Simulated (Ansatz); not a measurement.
**C₃H₄FNO: density, localisation and related maps**

Input

```
crystal:
  periodic: [false, false, false]
  atoms:
    - { symbol: "N", position_ang: [0.6366, -1.4549, 0.6006] }
    - { symbol: C, position_ang: [0.5705, -0.1701, -0.1787] }
    - { symbol: C, position_ang: [-0.1227, 0.9275, 0.5589] }
    - { symbol: C, position_ang: [-0.8335, 1.8677, 0.0799] }
    - { symbol: F, position_ang: [-1.1483, 1.9274, -1.2563] }
    - { symbol: O, position_ang: [-1.4269, 0.881, 0.8791] }
    - { symbol: H, position_ang: [0.69344, 0.45614, 1.10648] }
    - { symbol: H, position_ang: [1.0506, -2.1274, 0.0181] }
    - { symbol: H, position_ang: [0.0917, -0.3261, -1.1019] }
    - { symbol: H, position_ang: [1.6127, 0.1249, -0.3565] }
basis:
  gaussian: { orbitals: def2-SVP }
hamiltonian:
  xc: blyp
  dispersion: d4
relax:
  f_tol: 0.02
  max_steps: 50
output:
  orbitals: {}
```

Launched as:

```sh
ansatz run input.yaml --threads 2 --pin off --max-ram 3072MiB --backend cpu --events-out ev --progress --plain --runs-dir out
```

The fields are those of the run's last geometry, not of the input's.

The calculation used RKS BLYP-D4/def2-SVP (Ansatz).

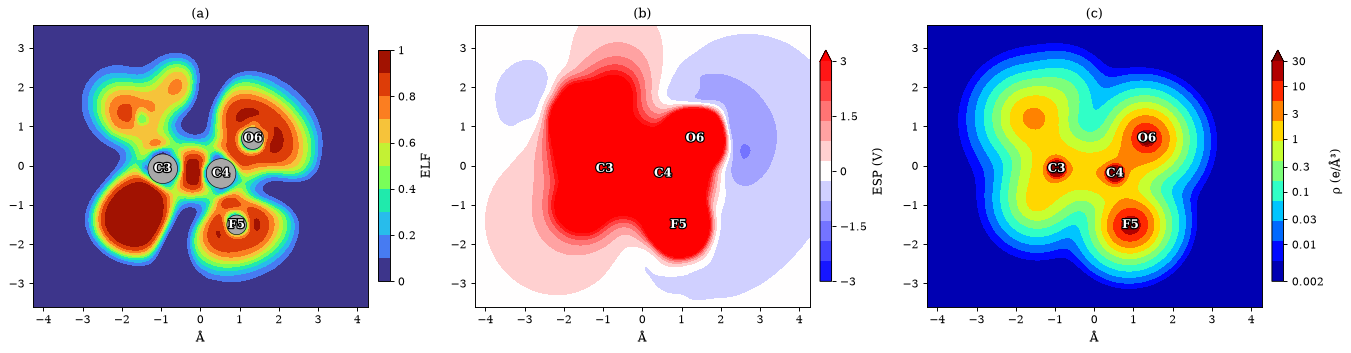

Figure 1. (a) ELF; (b) electrostatic potential; (c) total electron density on the plane of atoms F5, C4 and O6. Grey discs cover the atomic cores in the ELF map.

Question: Read the bonding off the picture.

Answer:
- The plane passes through C, F and O nuclei.
- C–O (1.20 Å): ρ at the midpoint is about 3.4 e/Å³; the ELF peaks at about 0.85 between the atoms: a short, multiple covalent bond.
- C–F (1.37 Å): the density is about 2.1 e/Å³ at the midpoint, with its minimum of 1.7 e/Å³ about 0.5 Å from C; the ELF peaks at about 0.80 between the atoms (a polar covalent bond).
- C–C (1.49 Å): the density is about 1.8 e/Å³ at the midpoint; the ELF peaks at about 0.95 between the atoms: localised, covalent bonding.
- The ELF also peaks beside F5 and O6, away from the bonds: lone-pair regions.
- Outside the dense part of the molecule the potential is most negative (−1.4 V) near O6.

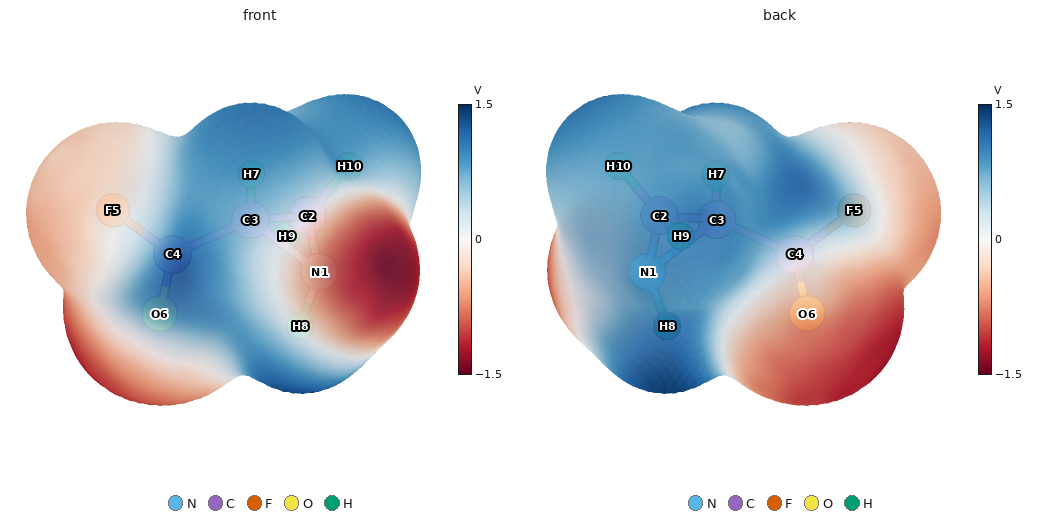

Figure 2. The electrostatic potential painted on the density surface at 0.002 e/bohr³, seen from the front and from behind; the colour scale runs from red (negative) to blue (positive).

Question: Describe the electrostatic potential map.

Answer: The most negative region (about −1.4 V) lies over N1, the most positive (about +1.4 V) over H8. N1 is the likeliest acceptor of a hydrogen bond.

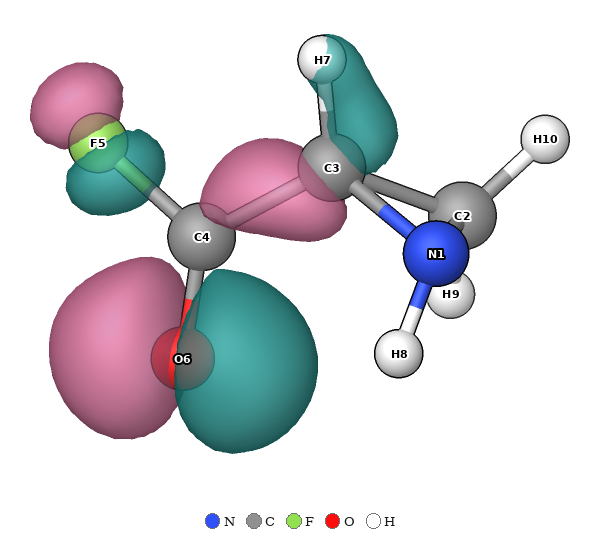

Figure 3. The HOMO−1 at ±0.15 Å⁻³ᐟ² (teal and pink are the two phases), seen at a tilt.

Question: Describe this orbital and give its energy.

Answer: By Hirshfeld shares it lies mainly on O6 (about 70 %), C4 (about 10 %), F5 (about 10 %) and C3 (about 5 %); largely a lone pair of O6. Its energy is −7.22 eV.

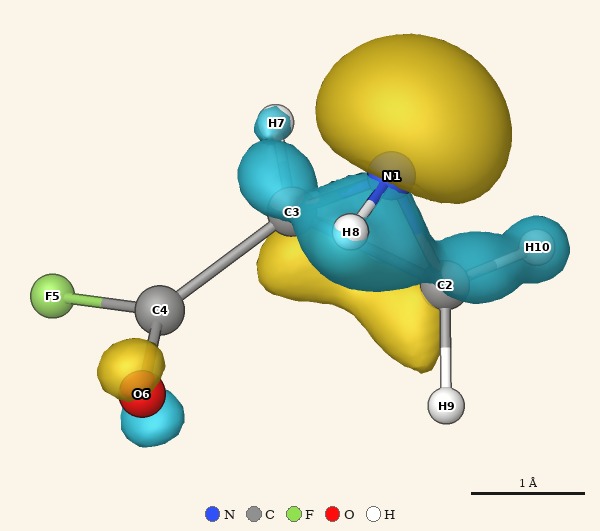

Figure 4. The HOMO at ±0.2 Å⁻³ᐟ² (yellow and cyan are the two phases), seen at an oblique angle.

Question: What is the character of this orbital?

Answer: Its weight (Hirshfeld) is mainly on N1 (about 60 %), C2 (about 10 %) and C3 (about 10 %). Its energy is −6.20 eV.
